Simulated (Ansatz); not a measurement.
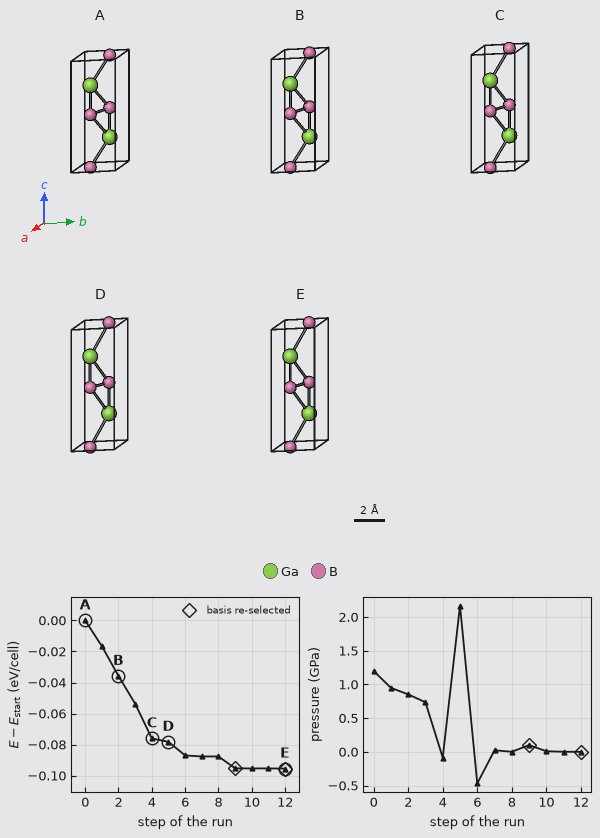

Frames of a relaxation of crystalline GaB2 (built on the 2H molybdenite_194 type), marked on the history of the run. The picture is a ball-and-stick view of the cell of the calculation, seen slightly off an axis.

Case: 2H molybdenite type (P6_3/mmc, No. 194).

These are results of Ansatz 0.2.0, DFT PBE, scalar-relativistic, plane waves, PAW, not measurements.

Input file:
```yaml
crystal:
  lattice:
    - [3.0700603726, 0.0, 0.0]
    - [-1.5350301863, 2.6587502738, 0.0]
    - [0.0, 0.0, 7.7937367023]
  atoms:
    - { symbol: Ga, position: [0.3333333333, 0.6666666667, 0.25] }
    - { symbol: Ga, position: [0.6666666667, 0.3333333333, 0.75] }
    - { symbol: B, position: [0.3333333333, 0.6666666667, 0.5141806855] }
    - { symbol: B, position: [0.6666666667, 0.3333333333, 0.0141806855] }
    - { symbol: B, position: [0.3333333333, 0.6666666667, 0.9858193145] }
    - { symbol: B, position: [0.6666666667, 0.3333333333, 0.4858193145] }
basis:
  ecutwfc: 420
kpoints:
  mp_grid: { grid: [12, 12, 6] }
hamiltonian:
  xc: pbe
scf:
  occupations: { method: gaussian, width: 0.1 }
output:
  forces: true
  stress: true
  eigenvalues: true
relax:
  adjacent_minimum: "off"
  f_tol: 0.01
  max_steps: 80
  cell: { stress_tol: 0.05 }
```

Launched with:
```bash
ansatz run input.yaml --threads 1 --pin off --max-ram 2560MiB --backend cpu --events-out ev --progress --plain --runs-dir out
```

What happens along the run?

Answer. The largest moves relative to the cell, 0.071 Å, are those of B3, B4, B5 and B6. B4 goes along −c. Ga stays in place. The volume changes by +5.0 %, with a = b 3.070 → 3.007 Å (−2.1 %), c 7.794 → 8.528 Å (+9.4 %). Some distances before and after: Ga1–B4 2.553 → 2.711 Å, Ga1–B3 2.059 → 2.182 Å, B3–B6 1.786 → 1.739 Å. Among the angles between lasting bonds that change: Ga2–B6–B3 82.9° → 86.7°. The space group stays P6_3/mmc (No. 194). The energy falls by 95.5 meV per cell of the calculation in 10 accepted moves (12 points after the start). Largest force component: 0.055 eV/Å at the start, under 0.0001 eV/Å at the end. The pressure goes from 1.20 to 0.00 GPa. At 2 points the geometry stayed and the basis and grid were re-selected for the new cell (energy shift of 7.7 meV per cell of the calculation at most each time). From step 0 to 2: volume +0.9 %, energy −35.8 meV per cell of the calculation. From step 2 to 4: B atoms move most (0.03 Å), volume +2.2 %, energy −40.2 meV per cell of the calculation. From step 4 to 5: B atoms move most (0.04 Å), volume +0.4 %, energy −2.2 meV per cell of the calculation. From step 5 to 12: volume +1.4 %, energy −17.2 meV per cell of the calculation.

```tsv
step	E − E(0), meV/atom	largest force component, eV/Å	pressure, GPa	volume, Å³/atom	note
0	0.00	0.0552	1.20	10.603	
1	-2.76	0.0386	0.95	10.656	
2	-5.96	0.0346	0.85	10.702	
3	-8.94	0.0307	0.74	10.747	
4	-12.67	0.0305	-0.08	10.936	
5	-13.04	0.1748	2.17	10.979	
6	-14.49	0.0249	-0.47	11.139	
7	-14.61	0.0018	0.02	11.096	
8	-14.60	0.0001	0.00	11.101	
9	-15.88	0.0018	0.10	11.101	same geometry, new basis
10	-15.89	0.0008	0.01	11.123	
11	-15.89	0.0000	0.00	11.128	
12	-15.91	0.0000	0.00	11.128	same geometry, new basis
```
